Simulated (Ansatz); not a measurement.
**H3PO (SMILES O=[PH3]) at 4 levels**

We compute a comparison of 4 runs (B2PLYP/STO-3G, B3LYP/STO-3G, revPBE/STO-3G, BCCD(T)/STO-3G) of H3PO. 

The results are computed with Ansatz 0.2.0.

62 further runs of the same task are left out: 5 that didn't finish, 57 set aside as unsound or not needed.

**1. The system as given**

H3PO has 5 atoms, charge 0, and is taken as a singlet. As SMILES, `O=[PH3]`. The P2–O1 distance was set to 3.632 Å, away from the relaxed value. At this shape a bond of the SMILES string is far longer than usual.

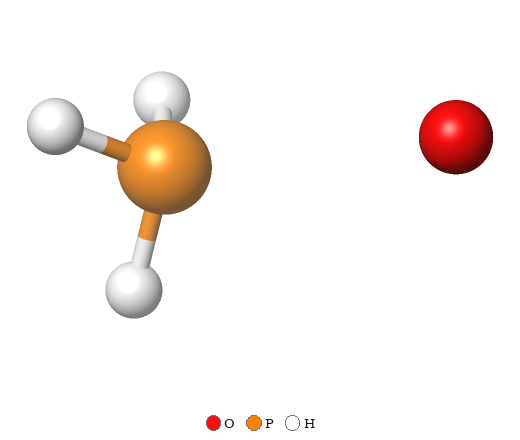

The structure, seen from a chosen angle (oxygen red, phosphorus orange, hydrogen white).

**2. A single-point energy at B2PLYP/STO-3G (run 1)**

molecule.yaml reads:

```yaml
crystal:
  periodic: [false, false, false]
  atoms:
    - {symbol: O, position_ang: [-3.367127, -0.798698, 1.298577]}
    - {symbol: P, position_ang: [-0.058510, -0.014650, 0.022530]}
    - {symbol: H, position_ang: [0.807060, 0.564860, 0.939400]}
    - {symbol: H, position_ang: [0.663660, -1.098320, -0.454890]}
    - {symbol: H, position_ang: [-0.030250, 0.876380, -1.039990]}
basis:
  gaussian: {orbitals: STO-3G}
magnetization: {spin_polarized: false}
hamiltonian: {xc: {name: B2PLYP}}
correlation: {frozen_orbitals: {H: 0, O: 1, P: 5}}
accuracy: high
```

Run with:

```
$ ansatz run molecule.yaml --threads 1 --pin off --max-ram 2610MiB --events-out events.jsonl --progress --plain --runs-dir runs
```

Log:

```text
Warning: RAYON_NUM_THREADS=1 ignored (pool sized by the plan → 1); use --threads N
Functional definition: B2PLYP
  name "B2PLYP"
  parameter a = 0.53
  parameter c = 0.27
  exchange = (1 - a)*b88_x + a*exact_x
  correlation = (1 - c)*lyp_c + c*(mp2_os + mp2_ss)
262 factors; integrals over basis functions are off by at most 2.4e-8 eV
mean field evaluation 1: about -11188.8549 eV, gradient 2.7e1 eV
mean field evaluation 2: about -11188.8367 eV, gradient 2.7e1 eV
mean field evaluation 4: about -11186.1516 eV, gradient 2.7e1 eV
mean field evaluation 8: about -11235.9268 eV, gradient 1.1e-1 eV
mean field evaluation 16: about -11235.9234 eV, gradient 5.7e-9 eV
mean field evaluation 32: about -11235.8913 eV, gradient 1.7e-1 eV
mean field evaluation 64: about -11235.7319 eV, gradient 3.6e0 eV
mean field -11235.92341840 eV, -412.9125696438 hartree, gradient 3.0e-8 eV, S^2 0.000000; 6 other end points of the search recorded, 0 dependent functions left out; unrestricted orbitals would lower it
6 core orbitals not correlated: weight in the atoms' cores, before any rotation towards them, 1.000 or more for the frozen orbitals, at most 0.000 for the correlated occupied ones
reference -11235.92343534 eV, -412.9125702663 hartree; 7, 7 occupied and 4, 4 virtual orbitals, 262 factors
second order -1.94936127 eV of doubles, -0.00000000 eV of singles
Total energy: -11236.44976288 eV, -412.9319124467 hartree
```

Run time: 3.9 s. Hardware: 1 thread of Arm Neoverse V1, shared host; peak memory 0.093 GiB.

**3. A single-point energy at B3LYP/STO-3G (run 2)**

input.yaml reads:

```yaml
crystal:
  periodic: [false, false, false]
  atoms:
    - {symbol: O, position_ang: [-3.367127, -0.798698, 1.298577]}
    - {symbol: P, position_ang: [-0.058510, -0.014650, 0.022530]}
    - {symbol: H, position_ang: [0.807060, 0.564860, 0.939400]}
    - {symbol: H, position_ang: [0.663660, -1.098320, -0.454890]}
    - {symbol: H, position_ang: [-0.030250, 0.876380, -1.039990]}
basis:
  gaussian:
    orbitals: STO-3G
magnetization:
  spin_polarized: false
  initial_magnetization: 0
hamiltonian:
  xc: {name: B3LYP}
accuracy: high
```

Run with:

```
$ ansatz run input.yaml --threads 1 --pin off --max-ram 2610MiB --events-out events.jsonl --progress --plain --runs-dir runs
```

Log:

```text
Warning: RAYON_NUM_THREADS=1 ignored (pool sized by the plan → 1); use --threads N
Functional definition: B3LYP
  name "B3LYP"
  parameter a0 = 0.2
  parameter ax = 0.72
  parameter ac = 0.81
  exchange = (1 - a0 - ax)*slater_x + ax*b88_x + a0*exact_x
  correlation = (1 - ac)*vwn_rpa_c + ac*lyp_c
262 factors; integrals over basis functions are off by at most 2.4e-8 eV
mean field evaluation 1: about -11196.3046 eV, gradient 3.6e1 eV
mean field evaluation 2: about -10713.6854 eV, gradient 2.2e1 eV
mean field evaluation 4: about -11191.1090 eV, gradient 3.4e1 eV
mean field evaluation 8: about -11243.0550 eV, gradient 1.5e-1 eV
mean field evaluation 16: about -11243.0552 eV, gradient 1.5e-6 eV
mean field evaluation 32: about -11243.0468 eV, gradient 2.4e-1 eV
mean field -11243.05523200 eV, -413.1746589594 hartree, gradient 2.9e-8 eV, S^2 0.000000; 4 other end points of the search recorded, 0 dependent functions left out
reference -11243.05525833 eV, -413.1746599270 hartree; 13, 13 occupied and 4, 4 virtual orbitals, 262 factors
Total energy: -11243.05525833 eV, -413.1746599270 hartree
```

Run time: 2.4 s. Hardware: 1 thread of Arm Neoverse V1, shared host; peak memory 0.091 GiB.

Run 3 isn't shown in full; the table further down has it.

**4. A single-point energy at BCCD(T)/STO-3G (run 4)**

input.yaml, as its differences from that of step 3:

```diff
@@ -11,7 +11,9 @@
     orbitals: STO-3G
+scf:
+  omitted_lower_state_checks: [cluster_reference, increment]
+correlation:
+  method: bccd_t
+  frozen_orbitals: {H: 0, O: 1, P: 5}
+accuracy: high
 magnetization:
   spin_polarized: false
-  initial_magnetization: 0
-hamiltonian:
-  xc: {name: B3LYP}
-accuracy: high
```

Run with:

```
$ ansatz run input.yaml --threads 1 --pin off --max-ram 2610MiB --events-out events.jsonl --progress --plain --runs-dir runs
```

Log:

```text
Warning: RAYON_NUM_THREADS=1 ignored (pool sized by the plan → 1); use --threads N
[... 18 lines left out ...]
6 core orbitals not correlated: weight in the atoms' cores, before any rotation towards them, 1.000 or more for the frozen orbitals, at most 0.000 for the correlated occupied ones
[... 91 lines left out ...]
Total energy: -11221.78180521 eV, -412.3928749445 hartree
Checks for a lower state left out: cluster_reference, increment
```

Wall time 0.63 s (1 thread of Arm Neoverse V1, shared host).

**5. The series**

```tsv
run	level	frozen core orbitals	energy (Eh)	wall time
1	B2PLYP/STO-3G	6	-412.931912	3.9 s
2	B3LYP/STO-3G	–	-413.174660	2.4 s
3	revPBE/STO-3G	–	-413.079482	1.9 s
4	BCCD(T)/STO-3G	6	-412.392875	0.63 s
```

**6. What came out**

| quantity | value |
| --- | --- |
| run 4: total energy | -412.39287 Eh |
| run 4: correlation energy (6 core orbitals frozen) | -104.9 mEh |
| run 4: (T) correction | -0.17 mEh |

What this shows: Totals of different functionals can't be ranked against each other. In runs 1, 4 the log says that unrestricted orbitals would lower the reference, so the values rest on an unstable closed-shell determinant (other closed-shell runs at this shape may share the fault). In runs 1, 2, 3, 4 the basis is minimal, so the values are rough. In runs 1, 2, 3 a closed-shell determinant meets a far-stretched bond, which it describes badly. All runs together took 8.9 s, the longest 3.9 s.
